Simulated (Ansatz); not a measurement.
PbS (rock salt)

```xyz
4
Lattice="0.0000 6.0090 6.0090 3.0045 0.0000 3.0045 3.0045 3.0045 0.0000" Properties=species:S:1:pos:R:3 pbc="T T T"
S      0.0000     0.0000     0.0000
S      3.0045     3.0045     6.0090
Pb     3.0045     3.0045     3.0045
Pb     3.0045     6.0090     6.0090
```

A phonon eigenvector at L = (0.5, 0.0, 0.0) is frozen into this cell: atom i moves by Q times the vector below, so Q is the largest atomic displacement, in Å. The cell is held. (q is in reciprocal vectors of the primitive cell; the cell shown is doubled to hold the pattern.)

```
atom       x       y       z
----  ------  ------  ------
Pb3    0.577  -0.577  -0.577
Pb4   -0.577   0.577   0.577
```

Atoms not listed stay in place.

Level of theory: PBE (plane waves to 420 eV, PAW, scalar-relativistic; Ansatz, a quantum-chemistry and plane-wave program). k mesh 5×10×10 (Γ-centred), Fermi-Dirac smearing 0.05 eV. The energy includes the smearing's −TS. PbS was relaxed with its symmetry unable to fall. Spin-orbit coupling is left out, though Pb is heavy. The PAW data are Ansatz's earlier set. ΔE is measured from the undisplaced structure.

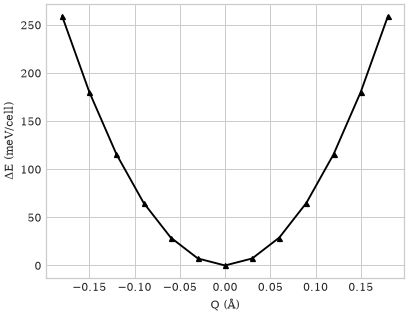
Fig. 1. ΔE (meV/cell) against Q (Å); markers are the computed points, lines only join them.

Task: What is the energy change at Q = 0.180 Å?

Result: About 260 meV/cell.

Task: What harmonic wavenumber does the curvature at Q = 0 give?

Result: About 100 cm⁻¹.

(A displaced cell: forces are minus the slopes of the energy, force constants its curvatures, and phonons follow from these.)
